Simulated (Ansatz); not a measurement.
```yaml
crystal:
  lattice:
    - [3.19677, 0.00000, 0.00000]
    - [0.00000, 3.19677, 0.00000]
    - [0.00000, 0.00000, 9.47882]
  atoms:
    - { symbol: Al, position: [0.00000, 0.00000, 0.00000] }
    - { symbol: B, position: [0.50000, 0.50000, 0.72652] }
    - { symbol: B, position: [0.00000, 0.00000, 0.50000] }
    - { symbol: B, position: [0.50000, 0.50000, 0.27348] }
    - { symbol: P, position: [0.00000, 0.50000, 0.61326] }
    - { symbol: P, position: [0.50000, 0.00000, 0.38674] }
    - { symbol: P, position: [0.00000, 0.50000, 0.16235] }
    - { symbol: P, position: [0.50000, 0.00000, 0.83765] }
```

Space group P-4m2; a generated structure, not necessarily the stable one; changed on purpose from its base cell (volume × 0.88, shape and atoms relaxed); computed pressure about 22 GPa in this cell.

These are results of DFT PBE, scalar-relativistic, plane waves, PAW in Ansatz 0.2.0, not measurements.

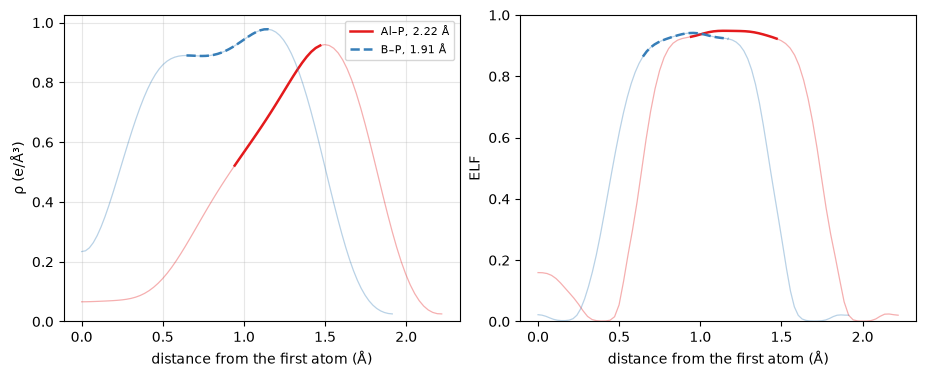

AlB3P4. Valence electron density and electron localisation function along straight lines between neighbouring atoms. Thin, pale parts lie inside the atomic spheres.

In a PAW calculation such maps are meaningful between the atoms, not at the nuclei.

Question: What can be read from the curves?

Answer: Al–P (2.22 Å): ρ is about 0.65 e/Å³ halfway; the ELF peaks at about 0.95 between the atoms (localised, covalent bonding).
B–P (1.91 Å): the density is about 0.93 e/Å³ at the midpoint; the ELF peaks at about 0.95 between the atoms; a covalent bond.
